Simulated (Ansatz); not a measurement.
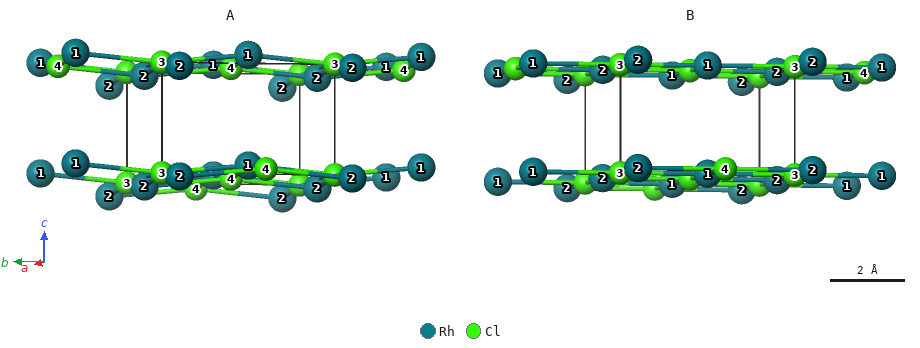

Two geometries of solid RhCl (built on the litharge_129 type), drawn at one scale. One is the start of a relaxation, the other its converged end. Style: ball-and-stick. Shown: the cell of the calculation, from a free direction.

The calculation used DFT PBE, scalar-relativistic, plane waves, PAW (Ansatz). Set-up: plane-wave cutoff 420 eV; k-point mesh 10 × 10 × 16; occupations gaussian; smearing width 0.1 eV; no spin polarisation; cell and atoms relaxed; force threshold 0.01 eV/Å; at most 80 steps.

Question: Which geometry has the lower energy?

Answer: Structure B is the relaxed one. Case: litharge type (P4/nmm, No. 129). The largest moves relative to the cell, 0.22 Å, are those of Rh1 and Rh2. Rh1 goes along −c. Cl stays in place. The drawn cell changes as follows: a = b 4.824 → 4.867 Å (+0.9 %), c 3.030 → 2.967 Å (−2.1 %); the volume changes by −0.3 %. Some distances before and after: Rh1–Cl3 2.423 → 2.433 Å. Among the angles between lasting bonds that change: Cl3–Rh1–Cl3 169.0° → 179.8°, Rh1–Cl3–Rh1 169.0° → 179.8°. The space group stays P4/nmm (No. 129). After 6 accepted moves (9 points after the start) the energy has fallen by 21.9 meV per cell of the calculation. The largest force component goes from 0.003 to 0.0016 eV/Å. The pressure goes from 0.29 to 0.00 GPa. The line search rejected the trial steps at points 4, 7 of the run. At 1 point the geometry stayed and the basis and grid were re-selected for the new cell (energy shift of less than 0.05 meV per cell of the calculation at most each time). The run took 7.2 min on 1 thread of Arm Neoverse N1, on a shared host, peak memory 0.56 GiB.

Limits of the set-up: layers or molecules are held without a dispersion correction, so their spacing is unreliable.
